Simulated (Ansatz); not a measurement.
## Ligand exchange: C2H3Cl + MgH(SH) → C2H4S + MgHCl

Species: C2H3Cl `C=CCl`, singlet; MgH(SH), singlet; C2H4S `C=CS`, singlet; MgHCl `[MgH][Cl]`, singlet. The partners trade Cl for SH: C–Cl and Mg–SH bonds give way to C–SH and Mg–Cl.

Shapes, held fixed at every level: PBE0-D4/def2-TZVP. Flexible molecules stand in one conformer, not always the lowest. Programs: Ansatz 0.2.0. Electronic energies: no zero-point or thermal term.

```json
{"level": "PBE-D4/def2-TZVPP", "kind": "GGA", "ΔE (kJ/mol)": "-80.4", "less CCSD(T)/def2-TZVPP": "+2.6"}
{"level": "r2SCAN-D4/def2-TZVPP", "kind": "meta-GGA", "ΔE (kJ/mol)": "-87.0", "less CCSD(T)/def2-TZVPP": "-4.0"}
{"level": "B3LYP-D4/def2-TZVPP", "kind": "global hybrid", "ΔE (kJ/mol)": "-86.5", "less CCSD(T)/def2-TZVPP": "-3.5"}
{"level": "wB97M-V/def2-TZVPP", "kind": "range-separated hybrid", "ΔE (kJ/mol)": "-85.2", "less CCSD(T)/def2-TZVPP": "-2.2"}
{"level": "B2PLYP/def2-TZVPP", "kind": "double hybrid", "ΔE (kJ/mol)": "-85.9", "less CCSD(T)/def2-TZVPP": "-2.9"}
{"level": "CCSD/def2-TZVPP", "kind": "coupled cluster or CI", "ΔE (kJ/mol)": "-84.6", "less CCSD(T)/def2-TZVPP": "-1.6"}
{"level": "CCSD(T)/def2-TZVPP", "kind": "coupled cluster or CI", "ΔE (kJ/mol)": "-83.0", "less CCSD(T)/def2-TZVPP": "0.0"}
```

The highest level, CCSD(T)/def2-TZVPP, gives ΔE = -83.0 kJ/mol; the levels span -87.0 to -80.4. The column of differences is taken from that level and isn't an error. No measured value is set beside it here. Outer-core shells of Mg are correlated, in sets that cover them unevenly.

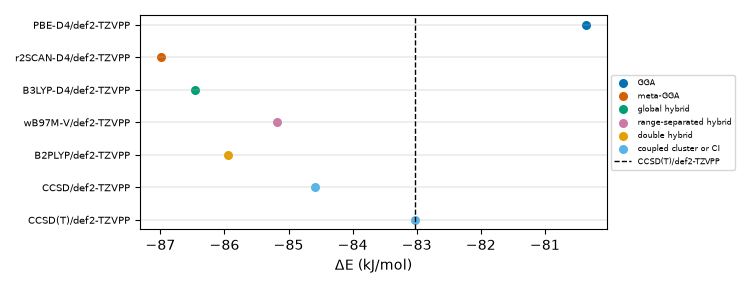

The values of the table, level by level.
